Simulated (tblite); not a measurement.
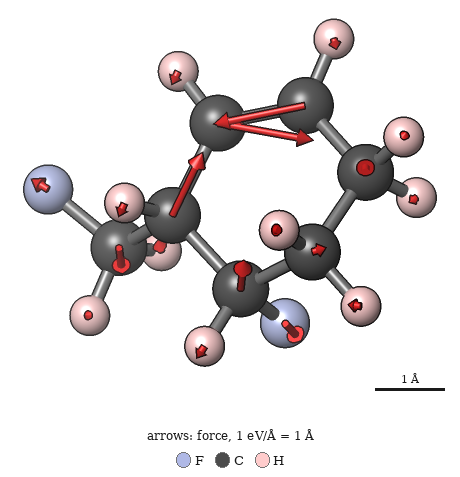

Starting geometry of C7H10F2 with the computed forces as red arrows. A ball-and-stick model, seen at a tilt.

Method: GFN2-xTB geometry optimisation, gas phase (tblite). 

### Is this structure relaxed? If not, where do the atoms go?

It isn't relaxed: the largest force vector, on a C atom, is 1.44 eV/Å. The final displacements have little in common with the starting forces (cosine between the two patterns 0.25). Over 36 geometry steps the energy falls by 1.88 kcal/mol. The largest move after the best rigid fit is that of an H atom, 0.11 Å. By element the largest moves are H 0.11 Å, F 0.07 Å, C 0.03 Å. Among the contacts that change: C–C 1.346 → 1.321 Å, C–C 1.509 → 1.532 Å, C–F 1.363 → 1.385 Å, C–C 1.525 → 1.504 Å. Among the angles between lasting bonds that change: C–C–H 105.1° → 109.1°, C–C–H 117.5° → 114.9°, H–C–H 107.6° → 110.0°. The run took 0.38 s on 1 thread of Arm Neoverse N1, on a shared host.
